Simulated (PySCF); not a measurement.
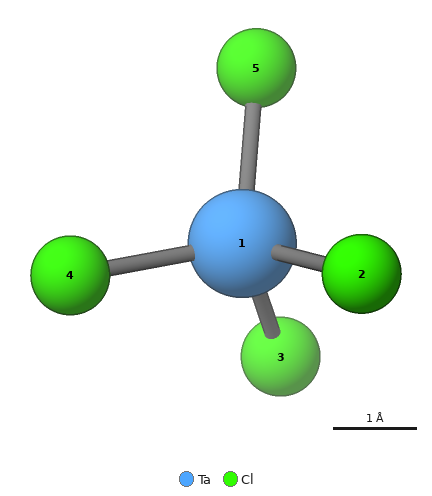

Fig. 1: The input geometry (ball-and-stick view, seen at a tilt; atoms are numbered from 1 in the order of the input). Sticks mark near contacts. Bond lengths as drawn: Cl–Ta 2.24 Å.

Run report: TaCl4 (charge +1), frequency calculation

System: TaCl4, charge +1.
Method: RKS-based PBE, Ta def2-SVP with ECP60, Cl def2-SVP; non-relativistic Hamiltonian with a scalar-relativistic core potential; density fitting (PySCF 2.14.0).

## The program's output
```
init E= -1896.50234656691
  HOMO = -0.509196222342555  LUMO = -0.352733754385794  gap/eV = 4.25756
cycle= 1 E= -1896.50234656687  delta_E= 3.5e-11  |g|= 1.07e-05  |ddm|= 1.99e-05
  HOMO = -0.509195933730214  LUMO = -0.352733463702364  gap/eV = 4.25756
cycle= 2 E= -1896.50234656665  delta_E= 2.25e-10  |g|= 2.72e-05  |ddm|= 5.06e-05
  HOMO = -0.509196288184162  LUMO = -0.352733783007167  gap/eV = 4.25756
cycle= 3 E= -1896.50234656692  delta_E= -2.67e-10  |g|= 1.83e-06  |ddm|= 3.63e-05
  HOMO = -0.509196289777492  LUMO = -0.352733687349625  gap/eV = 4.25756
cycle= 4 E= -1896.50234656692  delta_E= 4.55e-13  |g|= 4.95e-08  |ddm|= 1.68e-06
  HOMO = -0.509196287807233  LUMO = -0.352733695736651  gap/eV = 4.25756
Extra cycle  E= -1896.50234656692  delta_E= -6.37e-12  |g|= 1.02e-07  |ddm|= 1.4e-07
converged SCF energy = -1896.50234656692
```

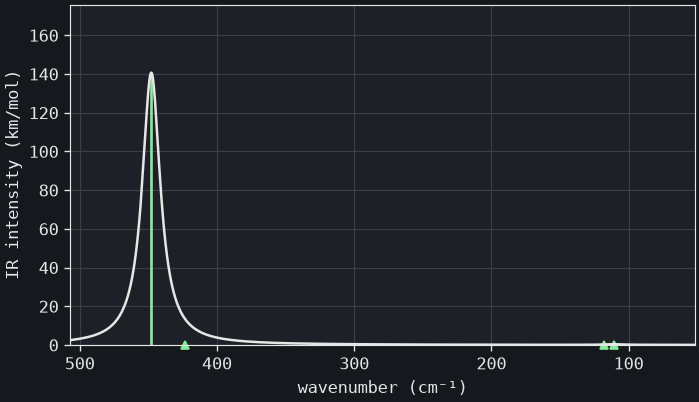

Fig. 2: Harmonic infrared spectrum, unscaled: sticks (degenerate modes added up, dark ones marked on the axis) with a Lorentzian envelope of 16 cm⁻¹ full width, scaled to the tallest stick. 9 modes from 111 to 448 cm⁻¹, none imaginary. The strongest line is at 448 cm⁻¹ (141 km/mol). All modes, in cm⁻¹ (km/mol): 111 (0.1), 111 (0.1), 111 (0.1), 118 (0.0), 118 (0.0), 423 (0.0), 448 (47), 448 (47), 448 (47).

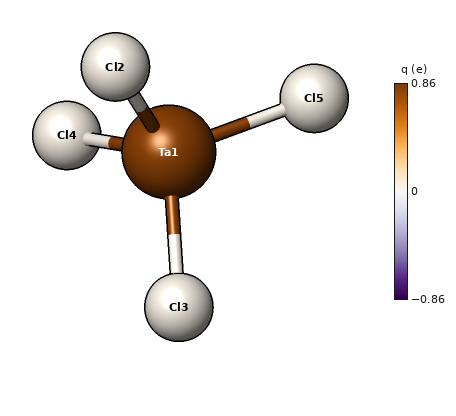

Fig. 3: Mulliken charges, as the colour of each atom (ball-and-stick view, seen at a tilt; atoms are numbered from 1 in the order of the input). By element: Ta +0.82 and Cl +0.04 e.

The run was set up as follows.

## The input
```python
from pyscf import gto, scf, dft
mol = gto.M(atom='''
Ta    -0.000000     0.000000    -0.000000
Cl     0.001239     1.826124    -1.291264
Cl    -0.000001    -1.826124    -1.291265
Cl     1.825505    -0.000620     1.292140
Cl    -1.826743     0.000620     1.290389''',
    basis={'Ta': 'def2-SVP', 'Cl': 'def2-SVP'},
    ecp={'Ta': 'def2-SVP'},
    charge=1, spin=0)
mf = dft.RKS(mol, xc='PBE')
mf.grids.atom_grid = (75, 302)
aux = {'Ta': 'def2-universal-JKFIT', 'Cl': 'def2-universal-JKFIT'}
mf = mf.density_fit(auxbasis=aux)
mf.conv_tol = 1e-09
mf.diis_space = 10
mf.max_cycle = 60
mf.verbose = 4
mf.kernel()
```

The script is an equivalent of the set-up of the self-consistent field. The run itself was carried out by a driver, which started from the orbitals of the step before it where there was one and computed the further properties.

Launch command:
```bash
OMP_NUM_THREADS=2 python axn.py task.json out
```

## Results in brief

- outcome: converged
- total energy: −1896.502347 hartree
- HOMO: −13.86 eV
- LUMO: −9.60 eV
- zero-point energy: 0.005318 hartree
- wavenumbers, lowest and highest: 111 and 448 cm⁻¹
- hardware: 2 threads of Intel Xeon (Sapphire Rapids), 64 GiB of memory available, shared host
- wall time: 33 s (CPU time 61 s)
- peak memory: 1.2 GiB
